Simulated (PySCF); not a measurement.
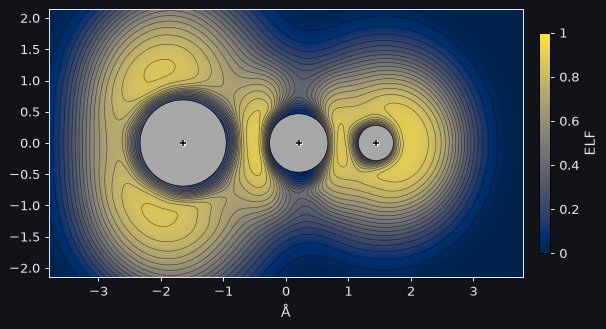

The ELF on a plane through atoms (crosses mark nuclei in the plane; grey discs cover the cores).

Method: PySCF, Gaussian-basis quantum chemistry of an isolated molecule with PySCF, energy and nuclear gradient, functional PBE0.

Candidates:
A. Al₂H₃O (charge −1)
B. CH₃AlGa (charge +1)
C. BOSe (charge −1)

Q: Which system is this?

A: Candidate C: BOSe on a plane that holds the molecular axis, which holds B, O and Se. B–O (1.24 Å): the ELF peaks at about 0.85 between the atoms: a polar covalent bond. B–Se (1.85 Å): the ELF peaks at about 0.90 between the atoms: a covalent bond.
